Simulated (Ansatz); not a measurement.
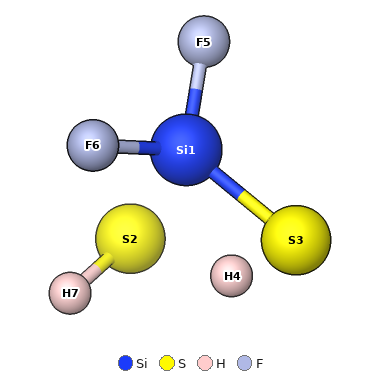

The system is the reacting system F2H2S2Si (fragments F₂H₂S₂Si where the first distance is long, F₂SSi + H₂S where the second is long); the picture shows the reference structure. First axis: distance S2–H4 (bond that forms). Second axis: distance S3–H4 (bond that breaks). Relaxed at each point: all other coordinates. The scan uses an 8 × 8 grid. Points are written as (first, second). Energies are in eV, from the lowest grid point. The reference is spin-restricted, so regions where a bond is pulled apart into radicals lie too high. Method: RKS PBE0-D4/def2-SVP in Ansatz.

Its coordinates:

```xyz
7

Si   -0.5173   -0.2830    0.6295
S     1.0056   -0.3786   -1.3793
S    -1.4418    1.4235    0.0693
H    -0.2029    0.9216   -1.1270
F    -1.2786   -1.6915    0.6470
F     0.4796   -0.3221    1.8854
H     1.9554    0.3302   -0.7249
```

Range: distance S2–H4 (bond that forms) from 1.224 to 3.024 Å; distance S3–H4 (bond that breaks) from 1.224 to 3.024 Å.

> What landscape does the calculation give?

The lowest grid point is at (3.024 Å, 1.382 Å). It lies at the edge of the scanned range, so the true minimum may lie outside. The highest grid point, (1.224 Å, 1.224 Å), lies 5.69 eV above the lowest. On the interpolated surface the lowest path from the side where the first distance is long, (3.024 Å, 1.382 Å), to the side where the second distance is long, (1.382 Å, 3.024 Å), has its top at about (1.50 Å, 1.97 Å), about 1.5 eV above the start and 0.19 eV above the end.

| second ↓, first → | 1.224 | 1.382 | 1.600 | 1.848 | 2.118 | 2.406 | 2.709 | 3.024 |
| --- | --- | --- | --- | --- | --- | --- | --- | --- |
| 3.024 | 1.55 | 1.28 | 1.80 | 2.75 | 3.68 | 4.32 | 4.70 | 4.92 |
| 2.709 | 1.60 | 1.31 | 1.79 | 2.63 | 3.37 | 3.87 | 4.17 | 4.32 |
| 2.406 | 1.73 | 1.38 | 1.73 | 2.37 | 2.90 | 3.26 | 3.46 | 3.54 |
| 2.118 | 1.97 | 1.48 | 1.59 | 1.96 | 2.28 | 2.48 | 2.57 | 2.59 |
| 1.848 | 2.42 | 1.66 | 1.42 | 1.47 | 1.54 | 1.57 | 1.55 | 1.53 |
| 1.600 | 3.23 | 2.08 | 1.37 | 1.03 | 0.82 | 0.67 | 0.58 | 0.53 |
| 1.382 | 4.42 | 2.77 | 1.56 | 0.85 | 0.43 | 0.19 | 0.06 | 0.00 |
| 1.224 | 5.69 | 3.72 | 2.20 | 1.29 | 0.77 | 0.48 | 0.33 | 0.26 |

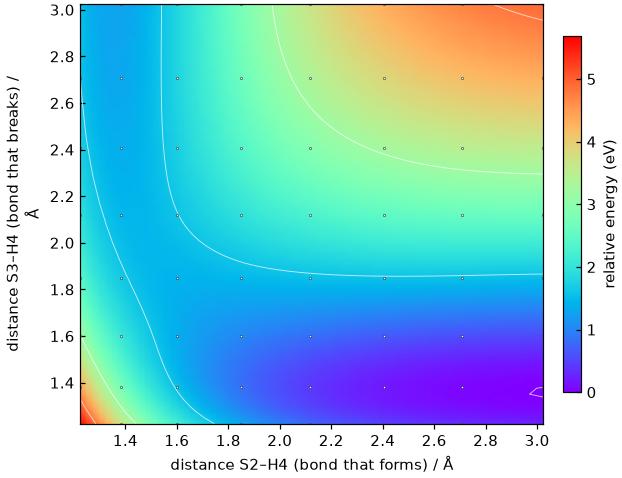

The picture shows a smooth colour map with a few white contour lines, dots at the grid points. Between grid points the surface is interpolated.

Time for the 64 points that were run: 25 min on 1 thread of Arm Neoverse V2, with other jobs on the host.
